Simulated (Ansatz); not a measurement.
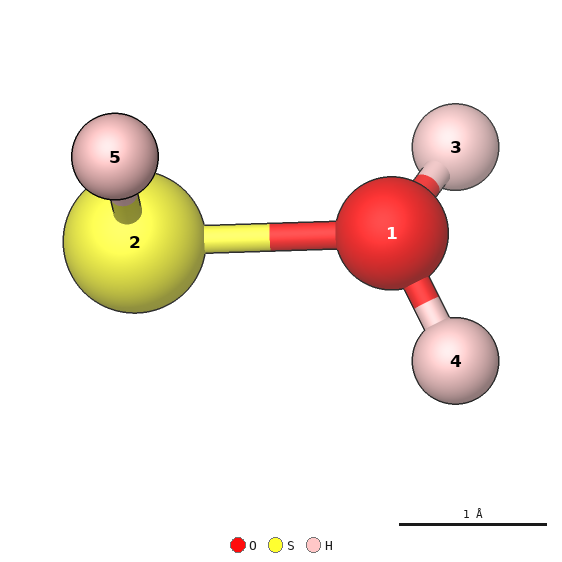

Orthographic view. Distant atoms are faded towards the background colour. State: charge +1, singlet. The geometry was computed by an optimisation with PBE0-D4/def2-TZVP. No frequency run is at hand to confirm it as a minimum.

Give the geometry as a Z-matrix, atoms in numerical order, with these reference atoms: 2 to 1; 3 to 1, 2; 4 to 1, 3, 2; 5 to 2, 1, 3.

```
O  
S    1   1.762
H    1   0.976   2   114.9
H    1   0.976   3   112.3   2   133.7
H    2   1.349   1    91.5   3  -113.8
```
